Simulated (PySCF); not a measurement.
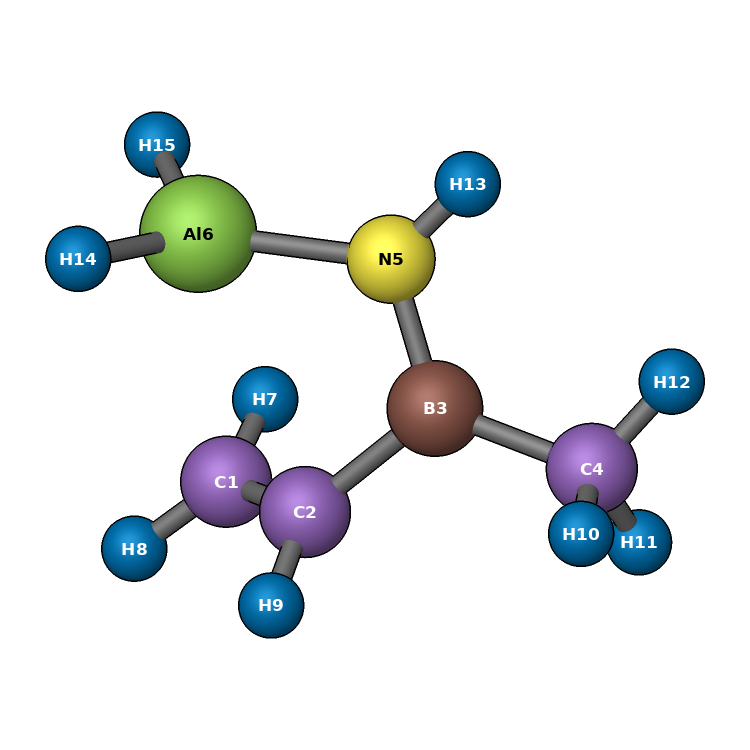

The computed structure is the end point of a GFN2-xTB optimisation. No frequency run is at hand to confirm it as a minimum. Method: GIAO PBE0/pcSseg-1 NMR shielding, non-relativistic, gas phase (PySCF 2.14.0). Principal shieldings σ11 ≤ σ22 ≤ σ33, span Ω = σ33 − σ11, skew κ = 3(σiso − σ22)/Ω.

Give the shielding tensors of the N atoms.

| atom | σ11 | σ22 | σ33 | σiso | Ω | κ |
| --- | --- | --- | --- | --- | --- | --- |
| N5 | −9.9 | 146.4 | 222.0 | 119.5 | 232.0 | −0.35 |

Shieldings and span in ppm.

The geometry is semi-empirical. Around Al, B such bond lengths and angles can be off by a tenth of an ångström or more and by several degrees, and values that hang on the shape move with them.
